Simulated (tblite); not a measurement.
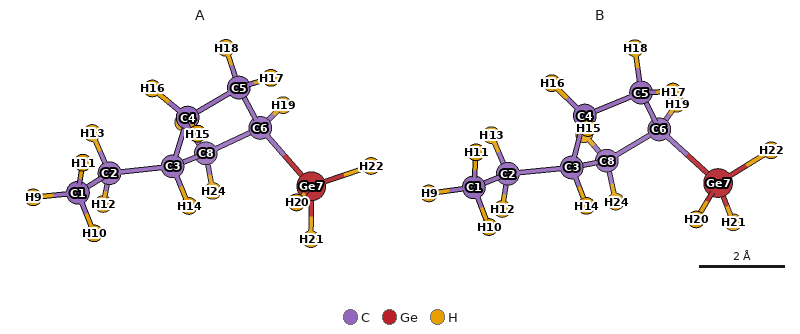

Two geometries of C7H16Ge, drawn at one scale. One is the start of a relaxation, the other its converged end. Style: ball-and-stick. Shown at a tilt.

Level of theory: tblite, GFN2-xTB geometry optimisation, gas phase. 

**Which one is relaxed?**

Structure A is the relaxed one. The largest move after the best rigid fit is that of an H atom, 0.87 Å. Largest moves by element: H 0.87 Å, Ge 0.26 Å, C 0.20 Å. Near-neighbour distances that change, for instance: Ge–H 1.556 → 1.499 Å, C–H 1.118 → 1.092 Å, C–C 1.552 → 1.526 Å, C–Ge 1.968 → 1.988 Å. Bond angles that change, for instance: H–Ge–H 109.5° → 105.8°, C–C–C 105.9° → 102.3°, C–Ge–H 109.8° → 113.2°. Groups turn about C–Ge by about 25°. Over 147 geometry steps the energy falls by 23.4 kJ/mol. Cost: 1.3 s on 1 thread of Arm Neoverse V1 (shared host).
